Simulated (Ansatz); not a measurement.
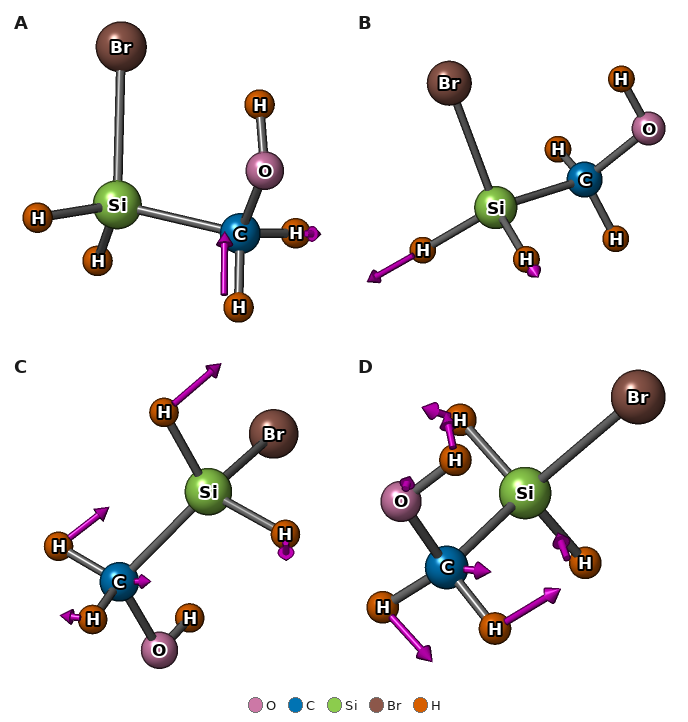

4 normal modes of one molecule or complex, as arrows. Harmonic vibrations computed with RKS PBE0-D4/def2-TZVP (Ansatz 0.2.0) at a stationary point of the same level.

> Match the panels to the wavenumbers 152 cm⁻¹, 794 cm⁻¹, 2237 cm⁻¹, 3082 cm⁻¹.

A: 3082 cm⁻¹, C–H stretching
B: 2237 cm⁻¹, Si–H stretching
C: 794 cm⁻¹
D: 152 cm⁻¹
